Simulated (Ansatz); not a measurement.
## Single-point calculation, with input and output: C$_{2}$H$_{4}$FGe (charge +1)

C$_{2}$H$_{4}$FGe, charge +1, computed with RKS r2SCAN0-d3bjatm/pcseg-2 (Ansatz 0.2.0).

The geometry comes from this level: PBE0-D4/def2-TZVP. Figures and captions count atoms from 1; the log counts them from 0 in places.

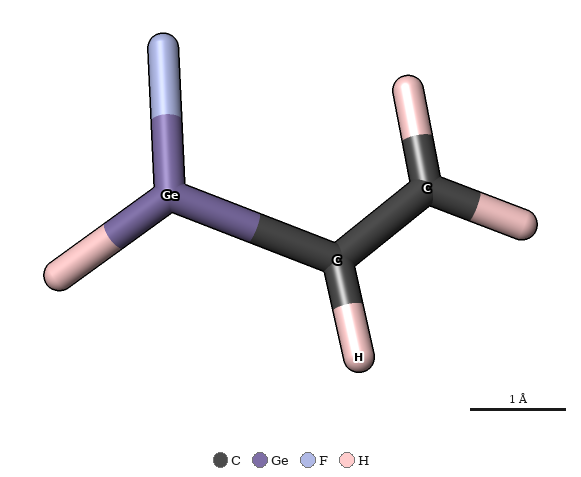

The structure (stick view, seen at a tilt). Sticks mark near contacts. Bond lengths as drawn: C–C 1.33 Å, C–Ge 1.93 Å, C–H 1.09 Å, F–Ge 1.75 Å and Ge–H 1.55 Å.

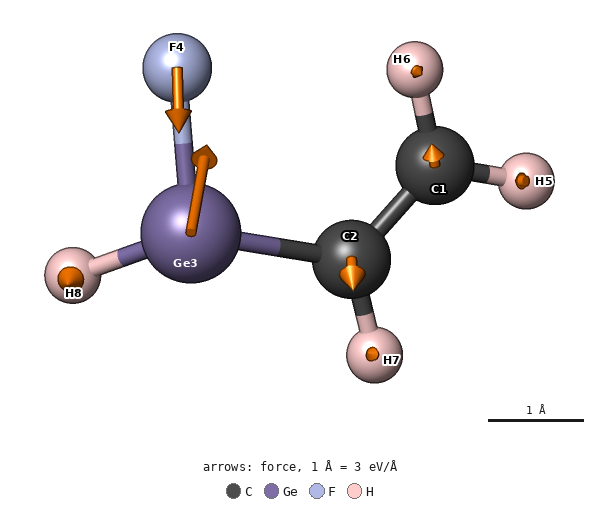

Forces on the atoms as orange arrows (ball-and-stick view, seen at a tilt; atoms are numbered from 1 in the order of the input). The largest act on Ge3 (4.24 eV/Å); F4 (2.15 eV/Å); C2 (1.37 eV/Å). The geometry is not a stationary point of this energy.

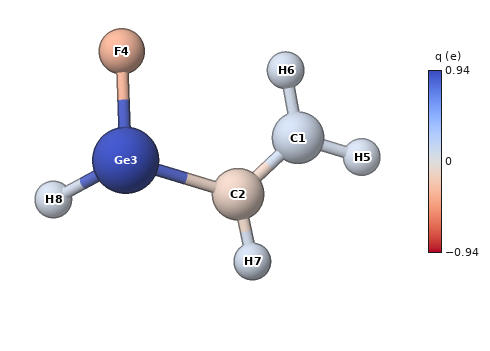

Mulliken charges, as the colour of each atom (ball-and-stick view, seen on its broad side; atoms are numbered from 1 in the order of the input; Mulliken charges depend strongly on the basis). By element: C −0.13 to +0.12, Ge +0.90, F −0.35 and H +0.11 to +0.12 e.

The input and output of the run follow.

Input file:
```yaml
crystal:
  periodic: [false, false, false]
  atoms:
    - {symbol: C, position_ang: [-0.160787, 1.290039, -0.176560]}
    - {symbol: C, position_ang: [0.568913, 0.203136, -0.415698]}
    - {symbol: Ge, position_ang: [0.333408, -1.419265, 0.599792]}
    - {symbol: F, position_ang: [-1.139673, -1.170892, 1.514216]}
    - {symbol: H, position_ang: [-0.012798, 2.209000, -0.736800]}
    - {symbol: H, position_ang: [-0.941788, 1.297696, 0.577112]}
    - {symbol: H, position_ang: [1.358256, 0.225519, -1.163292]}
    - {symbol: H, position_ang: [0.086668, -2.692432, -0.254569]}
basis:
  gaussian: {orbitals: pcseg-2}
total_charge: 1
hamiltonian: {xc: {name: r2SCAN0}, dispersion: d3bjatm}
accuracy: high
output: {forces: true}
```

Command:
```bash
ansatz run in.yaml --threads 4 --pin off --events-out ev --progress --plain --max-ram 10444MiB
```

Output:
```
Functional definition: r2SCAN0
  name "r2SCAN0"
  cite "Bursch, Neugebauer, Ehlert & Grimme, J. Chem. Phys. 156, 134105 (2022) doi:10.1063/5.0086040"
  cite "Furness, Kaplan, Ning, Perdew & Sun, J. Phys. Chem. Lett. 11, 8208 (2020) doi:10.1021/acs.jpclett.0c02405"
  cite "Furness, Kaplan, Ning, Perdew & Sun, J. Phys. Chem. Lett. 11, 9248 (2020) doi:10.1021/acs.jpclett.0c03077"
  parent r2scan
  parameter a = 0.25
  parameter k0 = 0.174
  parameter k1 = 0.065
  parameter a1 = 4.9479
  exchange = (1 - a)*r2scan_x(k0 = k0, k1 = k1, a1 = a1) + a*exact_x
  correlation = r2scan_c
3306 factors; integrals over basis functions are off by at most 1.1e-8 eV
mean field evaluation 1: about -61347.4404 eV, gradient 9.0e1 eV
mean field evaluation 2: about -61295.8293 eV, gradient 1.7e2 eV
mean field evaluation 4: about -61363.4385 eV, gradient 1.1e1 eV
mean field evaluation 8: about -61363.8050 eV, gradient 1.6e0 eV
mean field evaluation 16: about -61363.8116 eV, gradient 6.9e-4 eV
mean field -61363.81162698 eV, -2255.0784834059 hartree, gradient 1.4e-8 eV, S^2 0.000000; 0 other end points of the search recorded, 0 dependent functions left out
the calculation of the forces begins
reference -61363.81162790 eV, -2255.0784834397 hartree; 28, 28 occupied and 161, 161 virtual orbitals, 3306 factors
Total energy: -61363.85853852 eV, -2255.0802073735 hartree
Atom 0 at    -0.160787     1.290039    -0.176560 Å, force    -0.480314     0.038997     0.673573 eV/Å
Atom 1 at     0.568913     0.203136    -0.415698 Å, force     1.300265    -0.217684     0.377742 eV/Å
Atom 2 at     0.333408    -1.419265     0.599792 Å, force    -3.700621     1.275554    -1.634007 eV/Å
Atom 3 at    -1.139673    -1.170892     1.514216 Å, force     2.052447    -0.445456    -0.460646 eV/Å
Atom 4 at    -0.012798     2.209000    -0.736800 Å, force    -0.236303    -0.339883    -0.279142 eV/Å
Atom 5 at    -0.941788     1.297696     0.577112 Å, force     0.287473     0.176033     0.066586 eV/Å
Atom 6 at     1.358256     0.225519    -1.163292 Å, force     0.026900    -0.210986     0.325406 eV/Å
Atom 7 at     0.086668    -2.692432    -0.254569 Å, force     0.750154    -0.276576     0.930488 eV/Å
Dipole moment:     0.598326     0.146657    -0.352446 e Å
```

Summary:

```json
{"quantity": "outcome", "value": "converged"}
{"quantity": "total energy", "value": "−61363.8585 eV"}
{"quantity": "mean-field energy", "value": "−61363.8116 eV"}
{"quantity": "dispersion energy", "value": "−0.0469 eV"}
{"quantity": "SCF solution under orbital rotations", "value": "stable"}
{"quantity": "largest force (length of the vector)", "value": "4.242 eV/Å"}
{"quantity": "hardware", "value": "4 threads of Arm Neoverse V2, 23 GiB of memory available, shared host"}
{"quantity": "wall time", "value": "14 s (CPU time 54 s)"}
{"quantity": "peak memory", "value": "1 GiB"}
```
